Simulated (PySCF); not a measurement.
```xyz
16

C     2.0430   -0.9555    0.0958
Si    0.5780    0.2176   -0.1738
C     1.2439    1.7998   -0.9225
N     1.6416    2.7717   -1.3808
C    -0.9450   -0.4407   -1.1394
Si   -2.1073   -0.1374    0.3621
C    -0.5891    0.5680    1.3091
H     2.7778   -0.5203    0.7666
H     1.7069   -1.8920    0.5303
H     2.5445   -1.1817   -0.8405
H    -0.8696   -1.4765   -1.4595
H    -1.2008    0.1382   -2.0229
H    -3.1775    0.8274    0.1157
H    -2.6422   -1.3666    0.9506
H    -0.6773    1.6182    1.5739
H    -0.3347    0.0389    2.2237
```

Geometry: GFN2-xTB.

All numbers below come from PySCF, PBE0/def2-SVPD, SCF density, gas phase.

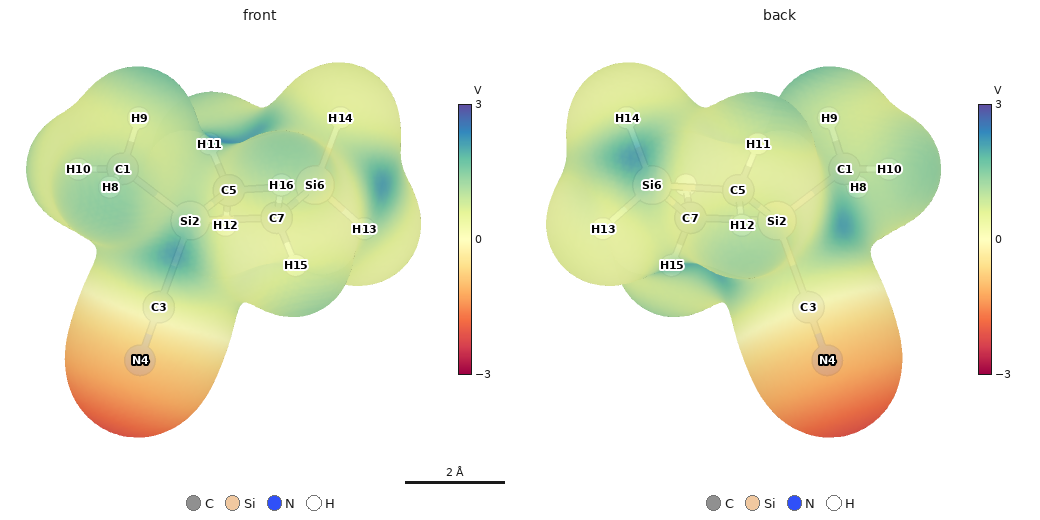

C$_{4}$H$_{9}$NSi$_{2}$ (SMILES C[Si]1(C#N)C[SiH2]C1). The molecular electrostatic potential painted on the density surface at 0.004 e/bohr³, seen from the front and from behind; the colour scale runs from red (negative) to blue (positive).

Which sites attract a positive test charge, and which a negative one?

Answer. A positive charge is drawn to the negative regions and a negative charge to the positive ones. The most negative region (about −2.0 V) lies over N4, the most positive (about +2.1 V) over Si2 and Si6. N4 is the likeliest acceptor of a hydrogen bond.

What dipole moment does the calculation give?

Answer. Its dipole moment is 4.03 D.
